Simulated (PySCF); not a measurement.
## Run report: C$_{2}$H$_{8}$OSeSi, excited-state calculation

System: C$_{2}$H$_{8}$OSeSi.
Method: TDDFT wB97X-D/def2-SVPD, vertical, gas phase, core orbitals frozen in the response (PySCF 2.14.0).

The geometry comes from this level: GFN2-xTB. It belongs to a series of runs on one base structure; here: constitutional isomer.

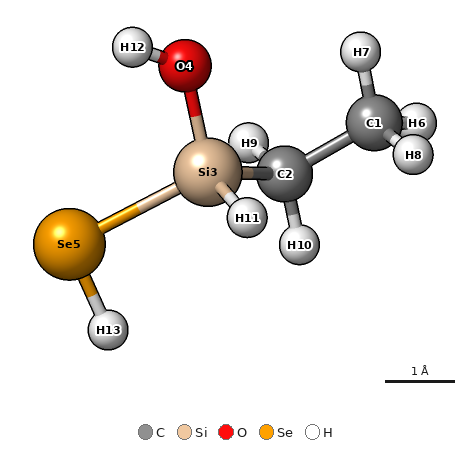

Figure 1. The structure as given in the input (ball-and-stick view, seen at a tilt; atoms are numbered from 1 in the order of the input).

## Input
```
{"job": {"kind": "uv", "xc": "wB97X-D", "basis": "def2-SVPD", "nstates": 8, "ntriplets": 3}, "charge": 0, "multiplicity": 1}
C     -1.834830     0.211644     0.308091
C     -0.626645     0.198344    -0.618639
Si     0.992516    -0.052829     0.332291
O      0.887131    -1.485787     1.073538
Se     2.797175    -0.170274    -1.109719
H     -2.755375     0.331172    -0.260032
H     -1.892589    -0.719149     0.865369
H     -1.763709     1.030002     1.020486
H     -0.746149    -0.599983    -1.353737
H     -0.587580     1.135120    -1.177045
H      1.298289     1.010339     1.289161
H      1.655586    -1.981528     1.345769
H      2.571794     1.093416    -1.733261
```

The first line tells a small driver script what to run in PySCF; the rest is the geometry in Å.

Command:
```bash
OMP_NUM_THREADS=1 python <driver script> task.json out
```

## Log
```
coarse grid: 49064 points
cycle   1  E = -2846.7997773886  dE = -4.713e-01  |g| = 6.811e-01  |ddm| = 4.488e+00
cycle   2  E = -2846.7839734852  dE =  1.580e-02  |g| = 7.791e-01  |ddm| = 1.549e+00
cycle   3  E = -2846.8963734736  dE = -1.124e-01  |g| = 6.078e-02  |ddm| = 7.009e-01
cycle   4  E = -2846.8972124042  dE = -8.389e-04  |g| = 1.993e-02  |ddm| = 1.201e-01
cycle   5  E = -2846.8973302347  dE = -1.178e-04  |g| = 5.976e-03  |ddm| = 4.488e-02
cycle   6  E = -2846.8973393559  dE = -9.121e-06  |g| = 1.089e-03  |ddm| = 1.129e-02
final grid: 101600 points
cycle   7  E = -2846.8969566968  dE = -2.298e-06  |g| = 7.002e-04  |ddm| = 9.729e-03
cycle   8  E = -2846.8969568296  dE = -1.328e-07  |g| = 4.579e-04  |ddm| = 2.145e-03
cycle   9  E = -2846.8969568660  dE = -3.644e-08  |g| = 1.331e-04  |ddm| = 5.486e-04
cycle  10  E = -2846.8969568719  dE = -5.855e-09  |g| = 6.330e-05  |ddm| = 2.814e-04
cycle  11  E = -2846.8969568732  dE = -1.273e-09  |g| = 1.124e-05  |ddm| = 1.277e-04
cycle  12  E = -2846.8969568732  dE = -5.957e-11  |g| = 3.654e-06  |ddm| = 3.322e-05
```

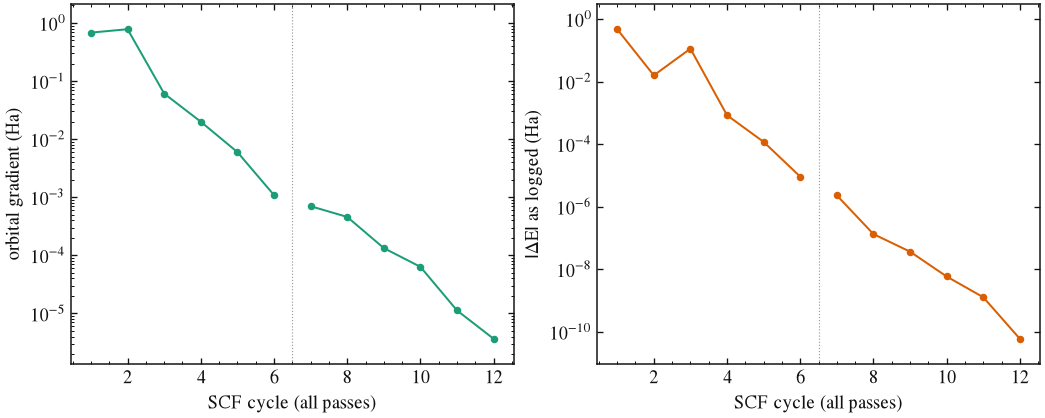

Figure 2. Convergence of the self-consistent field: orbital gradient and size of the energy change against the SCF cycle. The dotted line marks the change from a coarse to the final integration grid. The first 6 cycles use a coarse grid, the final grid takes over at cycle 7, and the field converges after 12 cycles in all.

```
converged SCF energy = -2846.8969568732

Static polarisability (au): isotropic 83.479, principal 71.624 76.842 101.971

Singlet excitations
state   eV       nm        f      main configurations
  1   5.3534    231.6   0.00204   H->L 0.76
  2   6.0152    206.1   0.06386   H->L+1 0.89
  3   6.4873    191.1   0.00155   H->L+2 0.54, H->L+4 0.26
  4   7.0653    175.5   0.00432   H-1->L 0.78
  5   7.1433    173.6   0.00937   H->L+4 0.46, H->L+2 0.23, H->L+5 0.14
  6   7.3797    168.0   0.07289   H->L+3 0.56, H->L+5 0.32
  7   7.5446    164.3   0.00821   H-2->L 0.31, H->L+5 0.13, H->L+3 0.10
  8   7.7084    160.8   0.03999   H-1->L+1 0.34, H-2->L 0.25, H->L+6 0.10

Triplet excitations (Tamm-Dancoff, eV): 5.0582 5.7172 6.3879
```

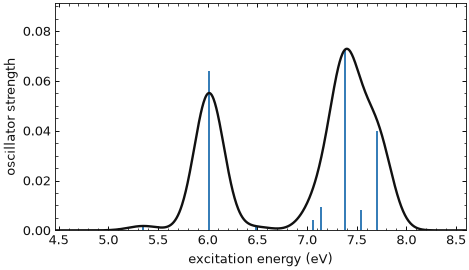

Figure 3. Computed excitations as sticks (degenerate states added up, dark ones marked on the axis), with a Gaussian envelope of 0.35 eV full width at half maximum, scaled to the tallest. Of the 8 states the lowest lies at 5.35 eV (f = 0.002); the strongest line is at 7.38 eV, or 168 nm (f = 0.073).

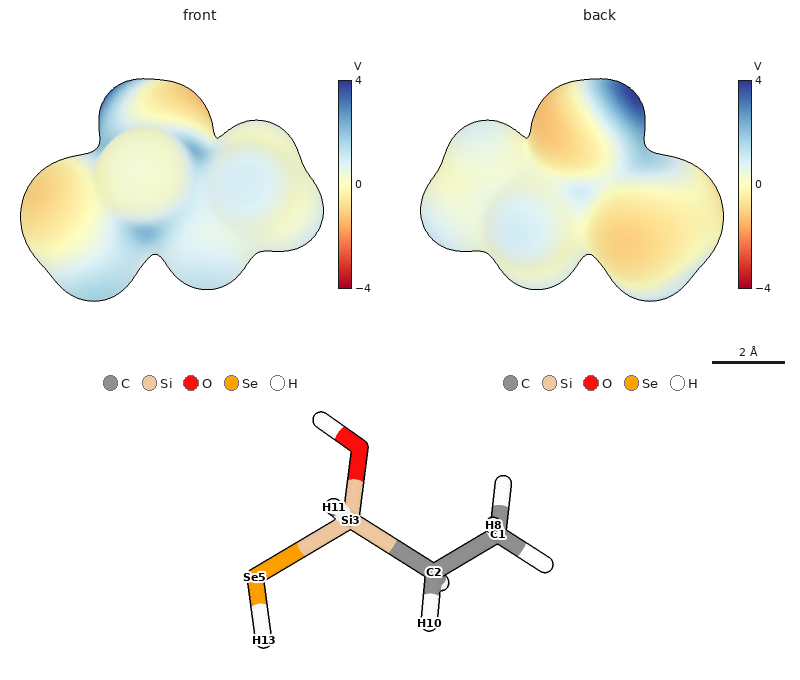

Figure 4. The electrostatic potential painted on the density surface at 0.004 e/bohr³, seen at a tilt and from behind; red is negative and blue positive. The bare structure is drawn below in the same view. Its dipole moment is 0.93 D.

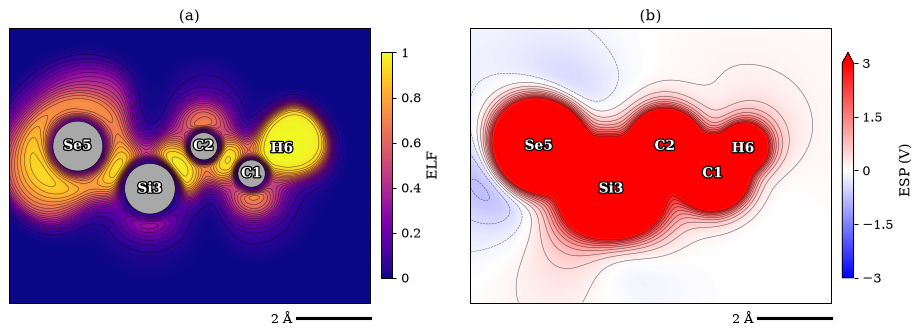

Figure 5. (a) ELF; (b) electrostatic potential on the plane of atoms C2, Si3 and Se5. Grey discs, where drawn, cover atomic cores. Atoms in the plane: C, Si, Se and H. C–Si (1.89 Å): the ELF peaks at about 0.95 between the atoms, which marks a covalent bond. C–H (1.09 Å): the ELF climbs to about 1 towards the hydrogen, as it does in any bond to H; a covalent bond by its length.

## Results in brief

- outcome: converged
- total energy: −2846.896957 hartree
- HOMO: −8.62 eV
- LUMO: 1.42 eV
- dipole moment: 0.93 D
- mean polarisability: 83.48 a.u.
- lowest singlet excitation: 5.35 eV
- hardware: 1 CPU thread, shared host
- wall time: 1.9 min
- peak memory: 0.78 GiB

## Notes

Spin–orbit coupling is left out, which matters for the heavy atoms.
